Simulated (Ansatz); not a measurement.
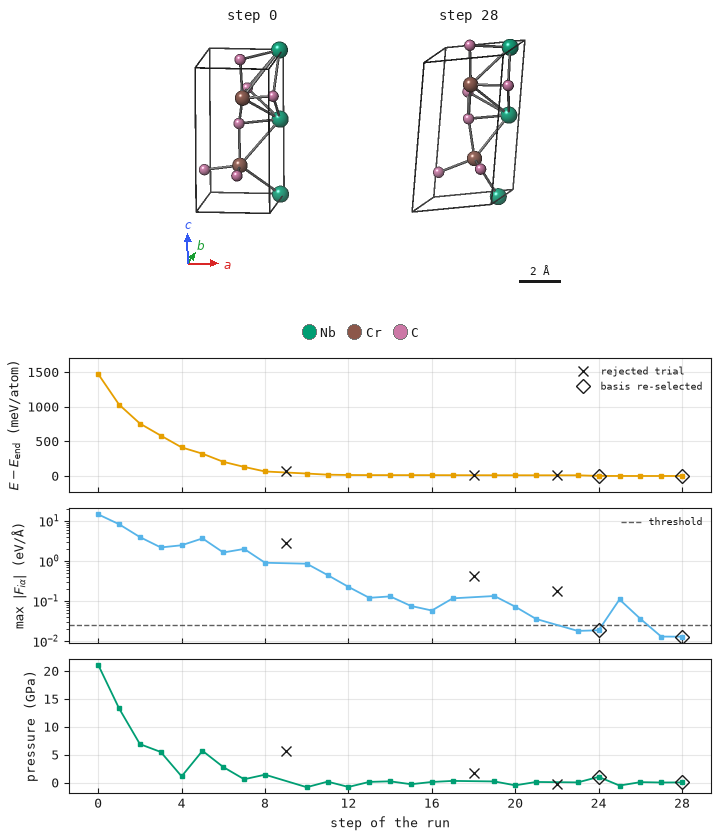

First and last geometry of a relaxation of crystalline NbCrC₃ (a generated structure, set up in P1) (coarse preliminary run), with the history of the run. A ball-and-stick model of the cell of the calculation, seen slightly off an axis.

These are results of Ansatz, DFT PBE, scalar-relativistic, plane waves, PAW, not measurements.

The input:
```yaml
crystal:
  lattice:
    - [0.0534343882, 3.6968937925, 0.0221418848]
    - [-0.0673949705, 0.0221418848, 3.7593932364]
    - [7.4705686656, 0.1068687764, -0.134789941]
  atoms:
    - { symbol: Nb, position: [-0.0415882584, -0.0345636833, 0.0013538272] }
    - { symbol: Nb, position: [-0.0418211241, -0.0233712458, 0.5201739804] }
    - { symbol: Cr, position: [0.5044312155, 0.4819777847, 0.2625218649] }
    - { symbol: Cr, position: [0.5444363511, 0.4938592326, 0.7279127973] }
    - { symbol: C, position: [0.5043682751, 0.5482449656, -0.0127551328] }
    - { symbol: C, position: [0.4752006137, 0.5893636589, 0.5384845372] }
    - { symbol: C, position: [0.0131017545, 0.523482414, 0.2222327717] }
    - { symbol: C, position: [-0.0374708446, 0.4859784092, 0.7462103897] }
    - { symbol: C, position: [0.5526329474, 0.0280425506, 0.2525125091] }
    - { symbol: C, position: [0.5267090698, -0.0930140864, 0.7413524554] }
basis:
  ecutwfc: 420
kpoints:
  mp_grid: { grid: [6, 6, 4] }
hamiltonian:
  xc: pbe
scf:
  occupations: { method: gaussian, width: 0.2 }
  lower_state_search: "off"
output:
  forces: true
  stress: true
  eigenvalues: true
relax:
  adjacent_minimum: "off"
  f_tol: 0.025
  max_steps: 60
  cell: { stress_tol: 0.25 }
```

Run as
```bash
ansatz run input.yaml --threads 1 --pin off --max-ram 2560MiB --backend cpu --events-out ev --progress --plain --runs-dir out
```

### Did the run converge, and what did it change?

It converged. Over 23 accepted moves (28 points after the start) the energy falls by 1473 meV per atom. The largest force component goes from 15 to 0.013 eV/Å. The pressure goes from 21.10 to 0.05 GPa. The line search rejected the trial steps at points 9, 18, 22 of the run. The SCF was repeated twice at an unchanged geometry on a basis and grid sized afresh for the cell, which shifted the energy by 9.0 meV per atom at most. The atom that moves furthest relative to the cell is C9 (1.06 Å roughly along +a). Largest moves by element: C 1.06 Å, Nb 0.64 Å, Cr 0.48 Å. The volume changes by −3.0 %, with a 3.697 → 3.957 Å (+7.0 %), b 3.760 → 3.425 Å (−8.9 %), c 7.473 → 7.877 Å (+5.4 %), α 92.1° → 94.9°, β 88.4° → 78.6°, γ 89.3° → 76.3°. Near-neighbour distances that change, for instance: Nb1–C9 2.936 → 4.860 Å, C8–C10 2.996 → 1.452 Å, C7–C9 2.534 → 1.414 Å, C5–C7 2.495 → 1.462 Å. New bonds form: C5–C7 (2.49 → 1.46 Å), C6–C10 (1.91 → 1.47 Å), C7–C9 (2.53 → 1.41 Å), C8–C10 (3.00 → 1.45 Å). Among the angles between lasting bonds that change: Nb1–C9–Nb2 104.0° → 166.1°, Cr4–C10–Cr4 172.6° → 116.8°, Nb2–C10–Cr4 83.5° → 128.9°. The space group stays P1 (No. 1). The run took 5.6 min on 1 thread of AMD EPYC 9R45 96-Core Processor (Zen 5), on a shared host, peak memory 0.62 GiB.

```
step  E − E(0), meV/atom  largest force component, eV/Å  pressure, GPa  volume, Å³/atom                      note
   0                0.00                        14.5284          21.10           10.377                          
   1             -441.44                         8.2524          13.31           10.350                          
   2             -715.03                         3.9398           6.91           10.486                          
   3             -888.95                         2.1727           5.50           10.405                          
   4            -1059.30                         2.4604           1.13           10.345                          
   5            -1150.65                         3.6522           5.71           10.222                          
   6            -1267.99                         1.6259           2.79           10.233                          
   7            -1341.59                         1.9937           0.61           10.269                          
   8            -1407.35                         0.9007           1.43           10.116                          
   9            -1393.74                         2.7439           5.66            9.979                  rejected
  10            -1437.21                         0.8528          -0.81           10.129                          
  11            -1453.71                         0.4439           0.19           10.052                          
  12            -1458.35                         0.2250          -0.77           10.047                          
  13            -1459.89                         0.1200           0.14           10.011                          
  14            -1460.06                         0.1302           0.24           10.019                          
  15            -1460.29                         0.0751          -0.28           10.035                          
  16            -1460.55                         0.0578           0.13           10.015                          
  17            -1461.21                         0.1164           0.32           10.007                          
  18            -1455.15                         0.4207           1.66            9.978                  rejected
  19            -1462.03                         0.1332           0.22           10.021                          
  20            -1462.36                         0.0721          -0.48           10.043                          
  21            -1462.54                         0.0356           0.13           10.019                          
  22            -1462.35                         0.1806          -0.22           10.028                  rejected
  23            -1462.59                         0.0179           0.05           10.022                          
  24            -1471.64                         0.0186           1.04           10.022  same geometry, new basis
  25            -1472.24                         0.1093          -0.51           10.095                          
  26            -1472.52                         0.0359           0.09           10.064                          
  27            -1472.54                         0.0129           0.03           10.069                          
  28            -1472.69                         0.0128           0.05           10.069  same geometry, new basis
```
